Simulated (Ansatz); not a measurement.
**doublet [AlSiH5]+: levels of theory compared**

Wanted: a comparison of 6 runs (UHF/STO-3G, UB2PLYP/STO-3G, UB3LYP/STO-3G, UCCSDT/STO-3G, UCCSDTQ/STO-3G, UCCSD(T)/STO-3G) of doublet [AlSiH5]+. 

Program for the calculation: Ansatz 0.2.0.

58 further runs of the same task are left out: 2 that didn't finish, 56 set aside as unsound or not needed.

## Step 1: Starting point

[AlSiH5]+ has 7 atoms, charge +1, and is taken as a doublet. As SMILES of the parent species, `[H][Al]([H])[SiH3]`. Geometry: a GFN2-xTB relaxation, a rough one for these elements and not checked as a minimum. That shape belongs to the parent species and isn't relaxed for this state.

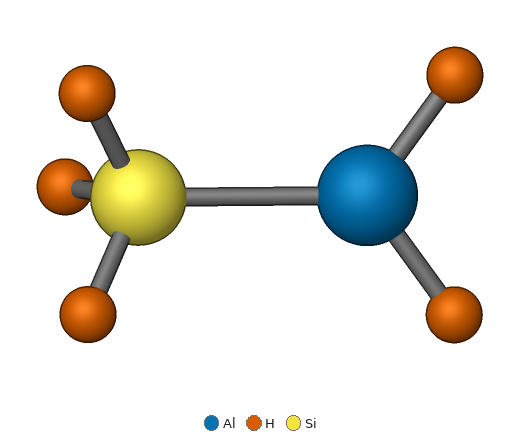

Viewed from a chosen angle; aluminium blue, hydrogen orange, silicon yellow.

## Step 2: The energy at UHF/STO-3G (run 1)

File input.yaml:

```yaml
crystal:
  periodic: [false, false, false]
  atoms:
    - {symbol: Al, position_ang: [0.688040, 1.201700, 0.003860]}
    - {symbol: H, position_ang: [2.245410, 1.365000, 0.056470]}
    - {symbol: H, position_ang: [0.053380, 2.633190, -0.016580]}
    - {symbol: Si, position_ang: [-0.517390, -0.897790, -0.016750]}
    - {symbol: H, position_ang: [-1.851430, -0.836410, 0.625620]}
    - {symbol: H, position_ang: [0.177610, -1.992690, 0.701130]}
    - {symbol: H, position_ang: [-0.795620, -1.472990, -1.353750]}
basis:
  gaussian:
    orbitals: STO-3G
magnetization:
  spin_polarized: true
  initial_magnetization: 1
accuracy: high
hamiltonian:
  xc: hf
total_charge: 1
```

Command:

```
ansatz run input.yaml --threads 1 --pin off --max-ram 2610MiB --events-out events.jsonl --progress --plain --runs-dir runs
```

Log:

```text
Warning: RAYON_NUM_THREADS=1 ignored (pool sized by the plan → 1); use --threads N
Functional definition: HF
  name "HF"
  exchange = exact_x
  correlation = 0
408 factors; integrals over basis functions are off by at most 7.1e-9 eV
mean field evaluation 1: about -14345.6388 eV, gradient 1.0e1 eV
mean field evaluation 2: about -14345.6290 eV, gradient 1.0e1 eV
mean field evaluation 4: about -14346.6723 eV, gradient 7.0e-1 eV
mean field evaluation 8: about -14346.6819 eV, gradient 1.8e-6 eV
mean field evaluation 16: about -14346.5573 eV, gradient 7.0e-1 eV
mean field evaluation 32: about -14340.8198 eV, gradient 1.6e1 eV
mean field evaluation 64: about -14345.6385 eV, gradient 1.0e1 eV
mean field -14346.68194779 eV, -527.2308370510 hartree, gradient 6.3e-8 eV, S^2 0.759355; 3 other end points of the search recorded, 0 dependent functions left out
reference -14346.68194779 eV, -527.2308370510 hartree; 16, 15 occupied and 7, 8 virtual orbitals, 408 factors
Total energy: -14346.68194779 eV, -527.2308370510 hartree
```

Run time: 0.3 s. Hardware: 1 thread of Arm Neoverse V1, shared host.

## Step 3: The energy at UB2PLYP/STO-3G (run 2)

File molecule.yaml:

```yaml
crystal:
  periodic: [false, false, false]
  atoms:
    - {symbol: Al, position_ang: [0.688040, 1.201700, 0.003860]}
    - {symbol: H, position_ang: [2.245410, 1.365000, 0.056470]}
    - {symbol: H, position_ang: [0.053380, 2.633190, -0.016580]}
    - {symbol: Si, position_ang: [-0.517390, -0.897790, -0.016750]}
    - {symbol: H, position_ang: [-1.851430, -0.836410, 0.625620]}
    - {symbol: H, position_ang: [0.177610, -1.992690, 0.701130]}
    - {symbol: H, position_ang: [-0.795620, -1.472990, -1.353750]}
basis:
  gaussian:
    orbitals: STO-3G
total_charge: 1
magnetization:
  spin_polarized: true
  initial_magnetization: 1
hamiltonian:
  xc: {name: B2PLYP}
correlation:
  frozen_orbitals: {Al: 5, H: 0, Si: 5}
accuracy: high
```

Command:

```
ansatz run molecule.yaml --threads 1 --pin off --max-ram 2610MiB --events-out events.jsonl --progress --plain --runs-dir runs
```

Log, shortened:

```text
Warning: RAYON_NUM_THREADS=1 ignored (pool sized by the plan → 1); use --threads N
Functional definition: B2PLYP
  name "B2PLYP"
[...]
408 factors; integrals over basis functions are off by at most 7.1e-9 eV
[...]
mean field -14367.81901390 eV, -528.0076099033 hartree, gradient 3.4e-8 eV, S^2 0.755649; 2 other end points of the search recorded, 0 dependent functions left out
10 core orbitals not correlated: weight in the atoms' cores, before any rotation towards them, 0.999 or more for the frozen orbitals, at most 0.000 for the correlated occupied ones
reference -14367.81903416 eV, -528.0076106479 hartree; 6, 5 occupied and 7, 8 virtual orbitals, 408 factors
second order -2.57082468 eV of doubles, -0.00000000 eV of singles
Total energy: -14368.51315682 eV, -528.0331191852 hartree
```

Run time: 4.5 s. Hardware: 1 thread of Arm Neoverse V1, shared host; peak memory 0.15 GiB.

Run 3 isn't shown in full; the table further down has it.

## Step 4: A single-point energy at UCCSDT/STO-3G (run 4)

Edit molecule.yaml of step 3 so:

```diff
@@ -11,12 +11,7 @@
 basis:
-  gaussian:
-    orbitals: STO-3G
+  gaussian: {orbitals: STO-3G}
 total_charge: 1
-magnetization:
-  spin_polarized: true
-  initial_magnetization: 1
-hamiltonian:
-  xc: {name: B2PLYP}
-correlation:
-  frozen_orbitals: {Al: 5, H: 0, Si: 5}
+magnetization: {spin_polarized: true, initial_magnetization: 1}
+correlation: {method: ccsdt, frozen_orbitals: {Al: 5, H: 0, Si: 5}}
 accuracy: high
+scf: {omitted_lower_state_checks: [cluster_reference, increment]}
```

Command:

```
ansatz run molecule.yaml --threads 1 --pin off --max-ram 2610MiB --events-out events.jsonl --progress --plain --runs-dir runs
```

Log:

```text
Warning: RAYON_NUM_THREADS=1 ignored (pool sized by the plan → 1); use --threads N
[... 13 lines left out ...]
10 core orbitals not correlated: weight in the atoms' cores, before any rotation towards them, 0.999 or more for the frozen orbitals, at most 0.000 for the correlated occupied ones
[... 33 lines left out ...]
Total energy: -14349.73115934 eV, -527.3428935087 hartree
Checks for a lower state left out: cluster_reference, increment
```

Run time: 1 s. Hardware: 1 thread of Arm Neoverse V1, shared host.

Run 5 isn't shown in full; the table further down has it.

## Step 5: A single-point energy at UCCSD(T)/STO-3G (run 6)

File in.yaml:

```yaml
crystal:
  periodic: [false, false, false]
  atoms:
    - {symbol: Al, position_ang: [0.688040, 1.201700, 0.003860]}
    - {symbol: H, position_ang: [2.245410, 1.365000, 0.056470]}
    - {symbol: H, position_ang: [0.053380, 2.633190, -0.016580]}
    - {symbol: Si, position_ang: [-0.517390, -0.897790, -0.016750]}
    - {symbol: H, position_ang: [-1.851430, -0.836410, 0.625620]}
    - {symbol: H, position_ang: [0.177610, -1.992690, 0.701130]}
    - {symbol: H, position_ang: [-0.795620, -1.472990, -1.353750]}
basis:
  gaussian:
    orbitals: STO-3G
total_charge: 1
magnetization:
  spin_polarized: true
  initial_magnetization: 1
correlation:
  method: ccsd_t
  frozen_orbitals: {Al: 5, H: 0, Si: 5}
accuracy: high
scf:
  omitted_lower_state_checks: [cluster_reference, increment]
```

Command:

```
ansatz run in.yaml --threads 1 --pin off --max-ram 2610MiB --events-out events.jsonl --progress --plain --runs-dir runs
```

Log:

```text
Warning: RAYON_NUM_THREADS=1 ignored (pool sized by the plan → 1); use --threads N
[... 13 lines left out ...]
10 core orbitals not correlated: weight in the atoms' cores, before any rotation towards them, 0.999 or more for the frozen orbitals, at most 0.000 for the correlated occupied ones
[... 32 lines left out ...]
Total energy: -14349.71381085 eV, -527.3422559633 hartree
Checks for a lower state left out: cluster_reference, increment
```

Run time: 0.42 s. Hardware: 1 thread of Arm Neoverse V1, shared host.

## Step 6: The series

| run | level | frozen core orbitals | energy (Eh) | ⟨S²⟩ | wall time |
| --- | --- | --- | --- | --- | --- |
| 1 | UHF/STO-3G | – | -527.230837 | 0.759 | 0.3 s |
| 2 | UB2PLYP/STO-3G | 10 | -528.033119 | 0.756 | 4.5 s |
| 3 | UB3LYP/STO-3G | – | -528.335669 | 0.752 | 3.9 s |
| 4 | UCCSDT/STO-3G | 10 | -527.342894 | 0.759 | 1 s |
| 5 | UCCSDTQ/STO-3G | 10 | -527.342893 | 0.759 | 29 s |
| 6 | UCCSD(T)/STO-3G | 10 | -527.342256 | 0.759 | 0.42 s |

## Step 7: Results

| quantity | value |
| --- | --- |
| run 6: total energy | -527.34226 Eh |
| run 6: correlation energy (10 core orbitals frozen) | -111.4 mEh |
| run 6: (T) correction | -1.18 mEh |
| run 6: ⟨S²⟩ of the reference determinant | 0.759 |
| run 6: T1 diagnostic | 0.012 |

What this shows: Below the UHF energy at the same shape and in the same basis (STO-3G): UCCSDT -112.1 mEh; UCCSDTQ -112.1 mEh; UCCSD(T) -111.4 mEh. Totals of different functionals can't be ranked against each other. In runs 1, 2, 3, 4, 5, 6 the basis is minimal, so the values are rough. All runs together took 40 s, the longest 29 s.
